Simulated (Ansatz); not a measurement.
One crystal and one scan (scan of one atom of the cell) at two levels, PBE (plane waves to 420 eV, PAW, scalar-relativistic; Ansatz, a quantum-chemistry and plane-wave program) and r2SCAN (plane waves to 500 eV, PAW, scalar-relativistic; Ansatz), each from its own relaxed cell and on its own mesh. The cell shown is that of PBE.

Relaxed C (diamond):

```
CELL_PARAMETERS angstrom
      0.00000     3.57157     3.57157
      1.78578     0.00000     1.78578
      1.78578     1.78578     0.00000
ATOMIC_POSITIONS crystal
  C  0.25000 0.50000 0.50000
  C  0.75000 0.50000 0.50000
  C  0.37500 0.75000 0.75000
  C  0.87500 0.75000 0.75000
```

Scan: atom 3 (C, nearest neighbour C at 1.547 Å; its periodic images, 2.5 Å or more away, move with it) is displaced along Cartesian x, direction (1.000, 0.000, 0.000) in Cartesian axes, by s. The other atoms stay.

E stands for the smeared free energy. C was relaxed with its symmetry unable to fall. Percentages come from the unrounded values. Both scans cover s from -0.310 to 0.310 Å.

```json
[
 {"quantity": "Lattice constant a (Å)", "PBE": "3.572", "r2SCAN": "3.560", "PBE − r2SCAN": "+0.012 (+0.3 %)"},
 {"quantity": "Band gap of the relaxed cell, no spin-orbit coupling (eV)", "PBE": "4.13", "r2SCAN": "4.36", "PBE − r2SCAN": "-0.23 (-5.4 %)"},
 {"quantity": "Energy at s = 0.310 Å (meV/cell)", "PBE": "1847", "r2SCAN": "1944", "PBE − r2SCAN": "-97 (-5.0 %)"},
 {"quantity": "Force along the line at s = -0.310 Å (eV/Å)", "PBE": "10.74", "r2SCAN": "11.30", "PBE − r2SCAN": "-0.56 (-5.0 %)"},
 {"quantity": "Force constant k = d²E/ds² at s = 0 (finite differences) (eV/Å²)", "PBE": "40.74", "r2SCAN": "42.85", "PBE − r2SCAN": "-2.11 (-4.9 %)"}
]
```

PBE gives the higher value for: lattice constant a. PBE gives the lower value for: band gap of the relaxed cell, no spin-orbit coupling; energy at s = 0.310 Å; force along the line at s = -0.310 Å; force constant k = d²E/ds² at s = 0. Both give the same shape of the curve: a single well with its minimum at or next to zero displacement. Neither level is exact: the differences show how much the result hangs on the functional.

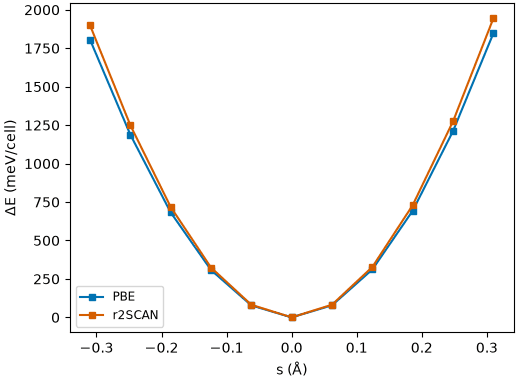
Figure: ΔE, each from the undisplaced structure of its own level.

(A displaced cell: forces are minus the slopes of the energy, force constants its curvatures, and phonons follow from these.)
